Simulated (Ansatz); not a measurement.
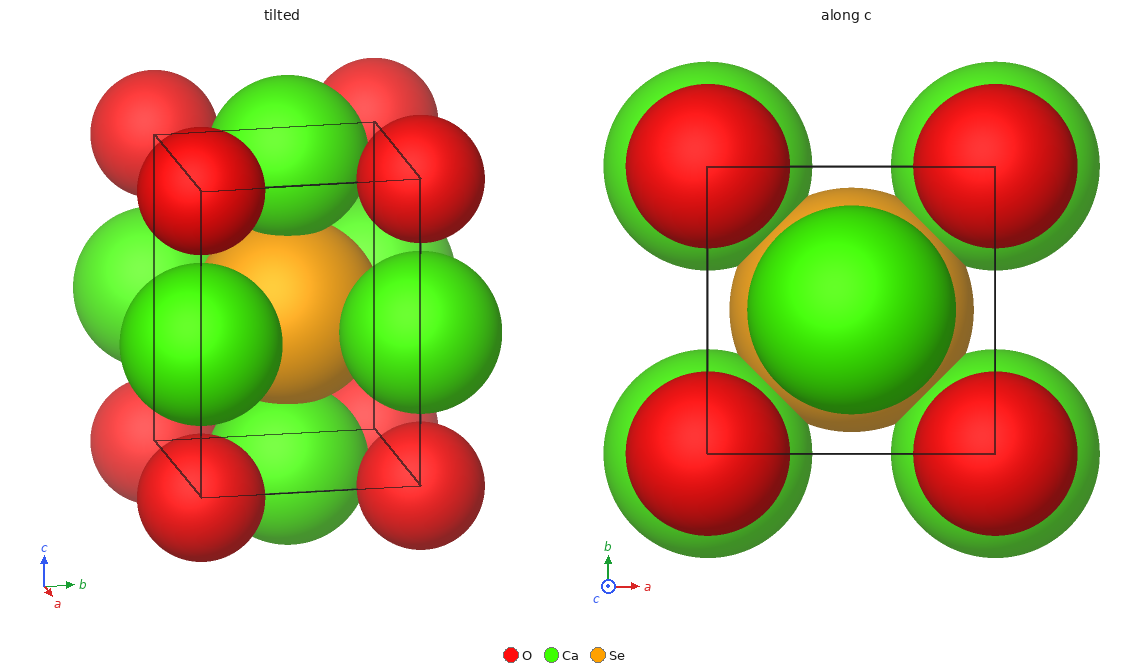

A space-filling rendering, viewed slightly off an axis and along the c axis. The frame is the conventional unit cell; atoms at its boundary are shown with their periodic copies.

Ca₂SeO, space group P4/mmm (No. 123), a = 3.883 Å, b = 3.883 Å, c = 5.494 Å, α = 90.00°, β = 90.00°, γ = 90.00°. It derives from a structure type filled with these elements by a generator (whether the compound takes this form wasn't checked). Earlier steps of the study may have refined or changed the cell and positions. Ansatz was used for an electronic-structure calculation on it.

This one geometry was computed with Ansatz (DFT, plane waves, PAW) at five levels of theory: PBE with spin-orbit coupling, PBE, r2SCAN, HSE06 and PBE0. It was relaxed beforehand with r2SCAN.

Question: How does the band gap change with the level of theory?

Answer: PBE with spin-orbit coupling: a gap of 2.01 eV, direct; PBE: a gap of 2.06 eV, direct; r2SCAN: a gap of 2.51 eV, direct; HSE06: a gap of 3.23 eV, direct; PBE0: a gap of 3.95 eV, direct.

Question: Collect the results in a table.

Answer:
| level | cutoff (eV) | k-mesh of the run's cell | gap (eV) | pressure (GPa) |
| --- | --- | --- | --- | --- |
| PBE with spin-orbit coupling | 420 | 6×6×6 | 2.01 | 1.0 |
| PBE | 420 | 6×6×6 | 2.06 | 1.0 |
| r2SCAN | 500 | 6×6×6 | 2.51 | 0.0 |
| HSE06 | 420 | 4×4×4 | 3.23 | 0.2 |
| PBE0 | 420 | 4×4×4 | 3.95 | 0.2 |

Gaps are taken on the k-mesh or band path of each run.
